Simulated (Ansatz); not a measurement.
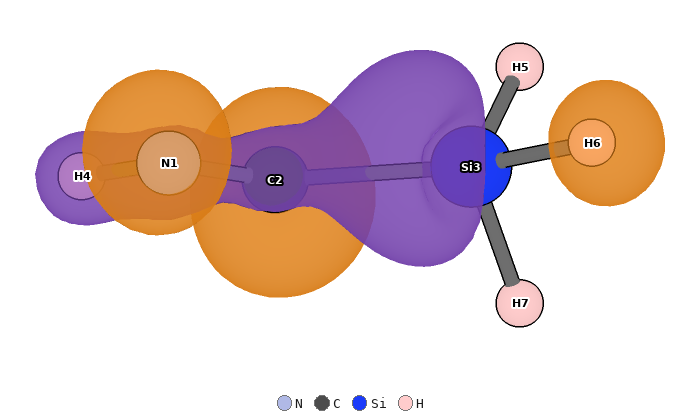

Figure. CH₄NSi (SMILES N=[C-][SiH3]) (charge −1). The HOMO at ±0.15 Å⁻³ᐟ² (orange and purple are the two phases), seen at a tilt.

The highest occupied orbital lies above zero, a sign that basis and functional describe the outermost electron poorly.

Computed with Ansatz 0.2.0, RKS r2SCAN-D4/6-31G.

The calculation's input:

```
crystal:
  periodic: [false, false, false]
  atoms:
    - { symbol: "N", position_ang: [-0.98842, -1.81268, 0.32746] }
    - { symbol: C, position_ang: [0.02054, -1.14418, -0.0734] }
    - { symbol: Si, position_ang: [1.65724, -1.55885, -0.8094] }
    - { symbol: H, position_ang: [-1.82179, -1.30582, 0.71236] }
    - { symbol: H, position_ang: [2.65618, -0.916, 0.10016] }
    - { symbol: H, position_ang: [2.42346, -2.81023, -1.20695] }
    - { symbol: H, position_ang: [1.69899, -0.80229, -2.09923] }
total_charge: -1
basis:
  gaussian: { orbitals: "6-31G" }
hamiltonian:
  xc: r2scan
  dispersion: d4
relax:
  f_tol: 0.015
  max_steps: 40
output:
  orbitals: {}
```

Launched as:

```sh
ansatz run input.yaml --threads 1 --pin off --max-ram 2048MiB --backend cpu --events-out ev --progress --plain --runs-dir out
```

The fields are those of the relaxed geometry.

Question: What is the character of this orbital?

Answer: By Hirshfeld shares it lies mainly on C2 (about 40 %), Si3 (about 25 %), N1 (about 20 %) and H6 (about 10 %). Its energy is 1.95 eV.
